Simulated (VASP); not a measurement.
Band structure of Al$_{2}$CdS$_{4}$ (sg82). Method: r2SCAN meta-GGA, VASP's PBE PAW potentials (set 64) (plane waves; VASP 6.6.1).

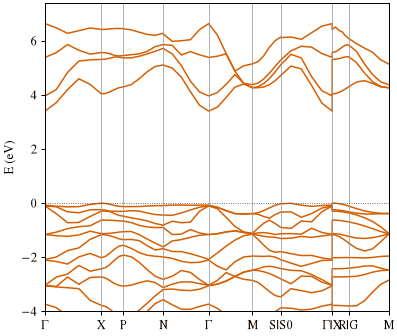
*Bands along high-symmetry lines, zero at the valence-band maximum or, without a gap, the Fermi level*

Problem. Read the plot: is there a gap, and where are the band edges?

Solution. The gap is indirect, 3.40 eV, from the valence maximum at (-0.33, 0.33, 0.17) to the conduction minimum at Γ.

The compound is Al2CdS4 in the sg82 structure. It was relaxed first.
